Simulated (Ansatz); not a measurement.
**How far to go with the plane-wave cutoff: HfOs (P4mm, 2 atoms in the cell)**

```
CELL_PARAMETERS angstrom
      3.22725     0.00000     0.00000
      0.00000     3.22725     0.00000
      0.00000     0.00000     3.22725
ATOMIC_POSITIONS crystal
  Hf 0.00000 0.00000 0.01549
  Os 0.50000 0.50000 0.50000
```

Computed with PBEsol, default PAW files made with PBE (plane waves; Ansatz, a quantum-chemistry and plane-wave program).

Base settings: basis.ecutwfc = 30.9 Ry; kpoints.mp_grid.grid = 10 10 10; hamiltonian.xc = pbesol; hamiltonian.pseudopotentials = {kind: paw} (the program's default PAW files); scf.occupations.method = gaussian; scf.occupations.width = 0.0073 Ry.

The second cell is the first with its lattice scaled by 0.98.

The mesh stays at the base's, so the ladder's end is converged at best in this setting alone.

The first pressure column holds Ansatz's estimate of the finite-basis (Pulay) stress, which hides part of the cutoff error; the other is without it.

Only quantities that move along the ladder and can be compared are tabulated.

The count of work is k-points × plane waves × bands × iterations; it is no time. 

The starting cell comes from a database of computed structures (which also holds hypothetical and non-ambient phases and stackings), without a prior relaxation at this level. Its lattice was rescaled by up to half a per cent. One atom was moved a little off its site on purpose. Spin polarisation is off.

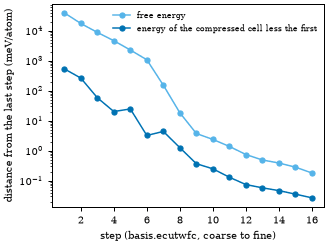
*Distance from the last step along the ladder; very small values are drawn at a floor.*

```tsv
basis.ecutwfc	free energy less the last step's (meV/atom)	energy of the compressed cell less the first (meV/atom)	pressure (GPa)	pressure without the Pulay estimate (GPa)	largest difference of a force vector from the last step's (eV/Å)	count of work / last
10.7 Ry	39221.06	-493.60	-32.38	-1266.38	0.267	0.068
12.5 Ry	17375.80	-222.13	-14.23	-636.61	0.491	0.079
14 Ry	8760.42	-17.11	-2.62	-360.10	0.219	0.094
15.4 Ry	4616.43	21.08	-4.86	-213.49	0.050	0.10
16.9 Ry	2265.36	16.61	-3.04	-120.70	0.032	0.10
18.4 Ry	1070.94	44.45	-1.24	-66.87	0.031	0.12
21.7 Ry	152.03	45.62	-0.17	-14.40	0.011	0.16
24.6 Ry	18.32	42.50	-0.80	-2.87	0.008	0.16
27.9 Ry	3.74	41.60	-0.88	-1.02	0.001	0.24
30.9 Ry	2.37	41.49	-0.89	-0.97	0.001	0.24
33.8 Ry	1.39	41.37	-0.91	-0.97	0.000	0.26
37.1 Ry	0.75	41.31	-0.92	-0.94	0.000	0.34
41.5 Ry	0.49	41.29	-0.92	-0.92	0.000	0.41
46.3 Ry	0.39	41.28	-0.92	-0.92	0.000	0.49
54 Ry	0.28	41.27	-0.92	-0.92	0.000	0.61
61.7 Ry	0.18	41.26	-0.92	-0.93	0.000	0.75
74.2 Ry	0.00	41.24	-0.93	-0.93	0.000	1.0
```

Coarsest basis.ecutwfc that holds the forces within 0.02 eV/Å of the last step, with all finer ones: 21.7 Ry, at 0.16 of the last step's count of work; the step before is off by 0.031 eV/Å.

Coarsest basis.ecutwfc that holds the free energy within 5 meV/atom of the last step, with all finer ones: 27.9 Ry, at 0.24 of the last step's count of work; the step before is off by 18 meV/atom.

Coarsest basis.ecutwfc that holds the energy of the compressed cell less the first within 1 meV/atom of the last step, with all finer ones: 27.9 Ry, at 0.24 of the last step's count of work; the step before is off by 1.3 meV/atom.

The energy difference between the two cells stays within 1 meV/atom of the last step's from 27.9 Ry on, the total only from 37.1 Ry on: much of the error is common to both cells and cancels.

At the lowest cutoff the pressure without the Pulay estimate lies 1270 GPa under the last step's, the usual sign of Pulay stress in an incomplete plane-wave basis.

Keys are those of Ansatz 0.2.
